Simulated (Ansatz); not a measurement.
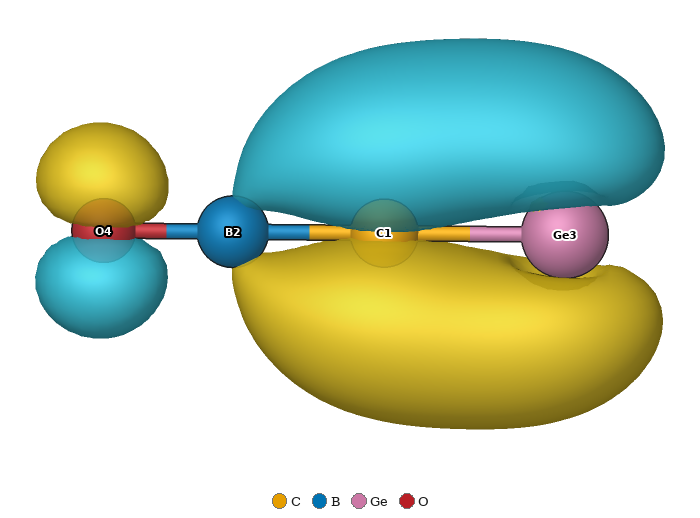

CBGeO (SMILES O=B[C]#[Ge-]) (charge −1). The HOMO at ±0.1 Å⁻³ᐟ² (yellow and cyan are the two phases), seen from one side.

Geometry: B3LYP-D3(BJ)/def2-SVPD.

Theory: isolated molecule in a Gaussian basis; Kohn-Sham density functional theory, functional PBE0 in Ansatz.

What is the character of this orbital?

Answer. Its weight (Hirshfeld) is mainly on C1 (about 45 %), Ge3 (about 35 %), B2 (about 10 %) and O4 (about 10 %); π-bonding across C1–Ge3. It is one of a degenerate set, so its orientation is arbitrary. Its energy is −1.52 eV.
